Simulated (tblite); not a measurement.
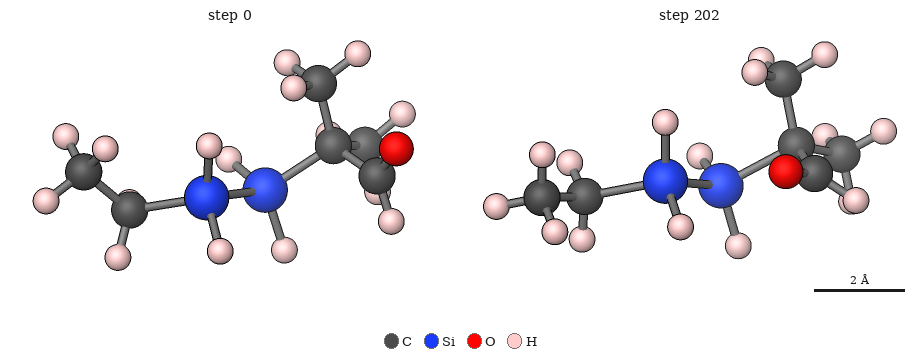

The structure of C$_{6}$H$_{16}$OSi$_{2}$ before (left) and after (right) a relaxation, at one scale.

The picture is a ball-and-stick view, seen from a free direction.

Method: GFN2-xTB geometry optimisation, gas phase in tblite 0.8.0. 

Question: Describe what moved and what it gained.

Answer: The atom that moves furthest after the best rigid fit is an H atom (1.91 Å). By element the largest moves are H 1.91 Å, O 1.68 Å, C 0.77 Å, Si 0.39 Å. Among the contacts that change: C–Si 1.839 → 1.950 Å, Si–Si 2.210 → 2.321 Å, C–Si 1.864 → 1.913 Å, C–H 1.127 → 1.088 Å. Among the angles between lasting bonds that change: Si–Si–H 105.9° → 120.6°, Si–C–C 111.8° → 101.5°, Si–Si–C 115.9° → 106.8°. Groups turn about C–C by about 60°, C–Si by about 50°, C–C by about 50°. After 202 geometry steps the energy has fallen by 0.983 eV.
